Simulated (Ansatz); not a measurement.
**Scan of one atom of the cell for SrTiO3 (cubic perovskite)**

SrTiO$_{3}$ (cubic perovskite)

```
SrTiO3
1.0
    3.90753     0.00000     0.00000
    0.00000     3.90753     0.00000
    0.00000     0.00000     3.90753
Sr Ti O
1 1 3
Cartesian
  0.00000   0.00000   0.00000
  1.95376   1.95376   1.95376
  0.00000   1.95376   1.95376
  1.95376   1.95376   0.00000
  1.95376   0.00000   1.95376
```

In each cell atom 1 (Sr, nearest neighbour O at 2.763 Å; its periodic images, 3.9 Å or more away, move with it) moves by s·(0.707, 0.707, 0.000) (along Cartesian [110]), the rest being held.

The numbers are results of r2SCAN (plane waves to 500 eV, PAW, scalar-relativistic; Ansatz, an electronic-structure program), not measurements. k mesh 7×7×7 (Γ-centred), Fermi-Dirac smearing 0.05 eV. Energies are smeared free energies. Stress and pressure are positive under compression. Left out: 2 of 11 points, with atoms too close for the PAW data. SrTiO3 is run without spin polarisation. SrTiO3 was relaxed with its symmetry unable to fall. The PAW data are Ansatz's earlier set. ΔE is measured from the undisplaced structure.

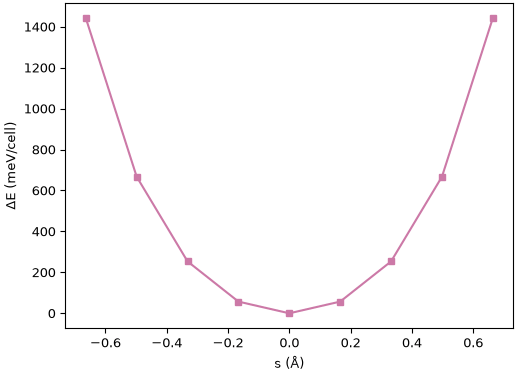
Figure. ΔE (meV/cell) against s (Å); markers are the computed points, lines only join them.

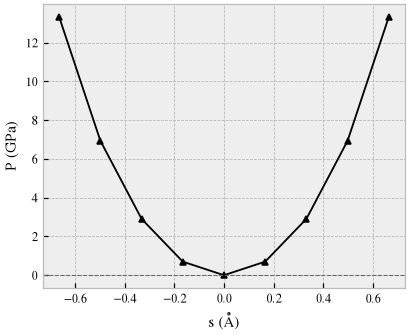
Figure: P (GPa) against s (Å); one marker a computed point.

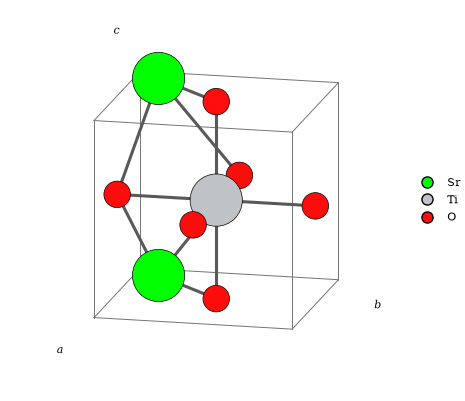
The cell of the calculation at s = 0.664 Å.

The force along the line at s = -0.664 Å is 6.18 eV/Å and the energy at s = 0.664 Å is 1443 meV/cell. The force constant k = d²E/ds² at s = 0 (finite differences) is 3.99 eV/Å². Shape of the curve: a single well with its minimum at or next to zero displacement. Harmonic estimate at the end of the scan: ½ks² = 879 meV/cell against the computed 1443 meV/cell, so the well is stiffer than harmonic there.

The forces along the line at the two nearest points give (0.713 − (-0.713)) / (2·0.166) = 4.30 eV/Å²; the next pair corrects for the finite step.

(For displaced atoms, the force is minus the slope of the energy, and its curvature is a force constant, which sets phonon frequencies.)
